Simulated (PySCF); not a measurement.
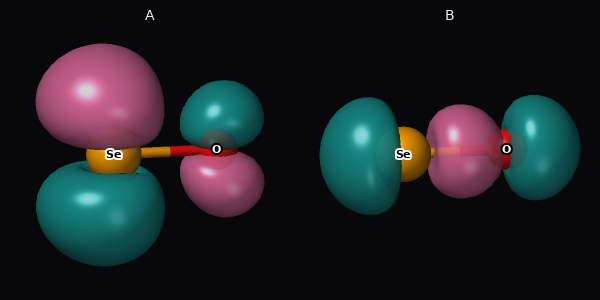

*SeO (triplet). Two frontier α-spin orbitals, each drawn at the value that holds 80 % of its norm (teal and pink are the two phases), in no order; of a degenerate pair one member is drawn.*

The calculation used PBE0/def2-TZVPP, non-relativistic Hamiltonian with scalar-relativistic core potentials where named, at a bond length of 1.636 Å (PySCF).

> Name the orbitals and rank them from lowest to highest energy.

Orbital B: σ, occupied in this spin, −11.95 eV; shared between the atoms (Se 40 %, O 60 %).
Orbital A: π, occupied in this spin, −7.48 eV; mainly on Se (75 %).
